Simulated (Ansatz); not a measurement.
# WCl (doublet): trial inputs and their diagnosis

4 inputs are run for WCl (doublet) as typed; the log has to tell whether the result can be used and what must change.

Program: Ansatz 0.2.0, Gaussian basis. Level of theory: the settings change from run to run. These are calculated values, not measurements.

12 further runs of the same task are left out: 2 for a mislabelled method, 2 that didn't finish, 8 set aside as unsound or not needed.

**1. The system**

The geometry is a PBE0/def2-TZVP stationary point (not a proven minimum). No spin-orbit coupling is included. Elements past krypton take def2 core potentials.

2 atoms, charge 0, spin multiplicity 2.

Atoms are counted from 1 here; the program's logs count them from 0.

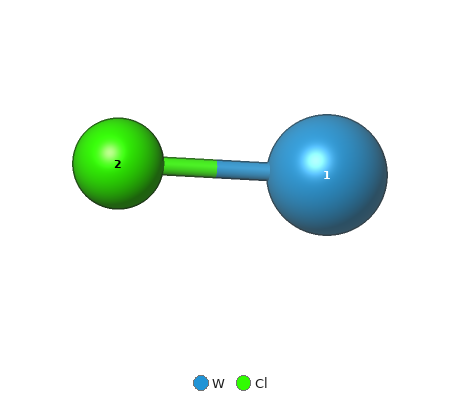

The geometry (tungsten blue, chlorine green); atoms are numbered from 1 in the order of the file.

**2. Try 1**

Input file in.yaml:

```yaml
crystal:
  periodic: [false, false, false]
  atoms:
    - {symbol: W, position_ang: [0.000000, 0.000000, 0.000000]}
    - {symbol: Cl, position_ang: [0.000000, 0.000000, 2.243923]}
basis:
  gaussian: {orbitals: def2-SVP}
magnetization: {spin_polarized: false, initial_magnetization: 1}
correlation: {method: sc_nevpt2, electrons: valence, active_space: {window: {electrons: 3, orbitals: 3}, places: [1, 2]}}
accuracy: high
scf: {omitted_lower_state_checks: [cluster_reference]}
```

The run is started by

```bash
ansatz run in.yaml --threads 1 --pin off --events-out ev --progress --plain --max-ram 2393MiB
```

The log of the run:

```text
Error: invalid value for `correlation.active_space`: name one of window, places and ras
```

Run time: 0.03 s. Hardware: 1 thread of Arm Neoverse V2, shared host.

**Diagnosis.** The run was refused. The active space is defined twice. Fix: keep one definition.

**3. Try 2**

Input file in.yaml:

```yaml
crystal:
  periodic: [false, false, false]
  atoms:
    - {symbol: W, position_ang: [0.000000, 0.000000, 0.000000]}
    - {symbol: Cl, position_ang: [0.000000, 0.000000, 2.243923]}
basis:
  gaussian: {orbitals: def2-TZVP}
magnetization: {spin_polarized: false, initial_magnetization: 1}
correlation: {method: fic_mrcisd_q, electrons: outside_noble_gas}
scf: {lower_state_search: off}
```

The command is unchanged.

The log of the run:

```text
Error: this correlation method needs an active space: name one as the reference
```

It took 0.03 s on 1 thread of Arm Neoverse V2, shared host.

**Diagnosis.** The run was refused. This method needs an active space and has none. To mend it, add an active_space block.

**4. Try 3**

Input file in.yaml:

```yaml
crystal:
  periodic: [false, false, false]
  atoms:
    - {symbol: W, position_ang: [0.300000, 0.000000, 2.243923]}
    - {symbol: Cl, position_ang: [0.000000, 0.000000, 2.243923]}
basis:
  gaussian: {orbitals: def2-SVP}
magnetization: {spin_polarized: true, initial_magnetization: 1}
correlation: {method: mp2, electrons: outside_noble_gas}
output: {forces: true}
```

The command is unchanged.

The log of the run, shortened:

```text
Functional definition: HF
  name "HF"
  cite "Fock, Z. Phys. 61, 126 (1930) doi:10.1007/BF01340294"
  parent pbe
[...]
487 factors; integrals over basis functions are off by at most 5.2e-5 eV
[...]
a density is far from that of the atoms, so the factors are made again for it
551 factors; integrals over basis functions are off by at most 2.8e-5 eV
[...]
mean field -7712.59946147 eV, -283.4328024213 hartree, gradient 1.6e-6 eV, S^2 0.763169; 17 other end points of the search recorded, 0 dependent functions left out
9 core orbitals not correlated: weight in the atoms' cores, before any rotation towards them, 0.105 or more for the frozen orbitals, at most 0.035 for the correlated occupied ones
reference -7712.59946147 eV, -283.4328024213 hartree; 7, 6 occupied and 34, 35 virtual orbitals, 551 factors
second order -4.74382776 eV of doubles, -0.00000000 eV of singles
[...]
Total energy: -7717.34328922 eV, -283.6071348759 hartree
Atom 0 at     0.300000     0.000000     2.243923 Å, force 41945.954080     0.000000    -0.000001 eV/Å
Atom 1 at     0.000000     0.000000     2.243923 Å, force -41945.954080    -0.000000     0.000001 eV/Å
Dipole moment:    -0.124933    -0.000000     0.004030 e Å
```

Wall time 4.9 s (1 thread of Arm Neoverse V2, shared host).

What is wrong: The run converged, which proves nothing about the input. One atom lies on top of another. The shortest distance is 0.30 Å, against 2.24 Å in the geometry of step 1. Its energy belongs to another geometry. Fix: restore its position.

**5. Try 4**

Input file in.yaml:

```yaml
crystal:
  periodic: [false, false, false]
  atoms:
    - {symbol: W, position_ang: [0.000000, 0.000000, 0.000000]}
    - {symbol: Cl, position_ang: [0.000000, 0.000000, 2.243923]}
basis:
  gaussian: {orbitals: def2-SVP}
magnetization: {spin_polarized: false, initial_magnetization: 1}
hamiltonian: {xc: pbe0}
correlation: {active_space: {window: {electrons: 3, orbitals: 3}}}
scf: {lower_state_search: off}
```

Launched as before.

The log of the run:

```text
Error: invalid value for `correlation.active_space`: it starts from restricted Hartree–Fock orbitals; set hamiltonian.xc: hf without magnetization.spin_polarized
```

It took 0.03 s on 1 thread of Arm Neoverse V2, shared host.

**Diagnosis.** The run was refused. An active space is asked on a functional's orbitals. Cure: start from Hartree-Fock.

**6. How the runs ended**

| try | level | ended | cause | time |
| --- | --- | --- | --- | --- |
| 1 | NEVPT2(3,3)/def2-SVP | refused | the active space is defined twice | 0.03 s |
| 2 | 'fic_mrcisd_q'/def2-TZVP | refused | this method needs an active space and has none | 0.03 s |
| 3 | MP2 on UHF/def2-SVP | converged | one atom lies on top of another | 4.9 s |
| 4 | CASSCF(3,3)/def2-SVP | refused | an active space is asked on a functional's orbitals | 0.03 s |

3 refused, 1 converged. The input that converges on a wrong geometry or spin is the dangerous one: no error points at it, so geometry and ⟨S²⟩ have to be checked.
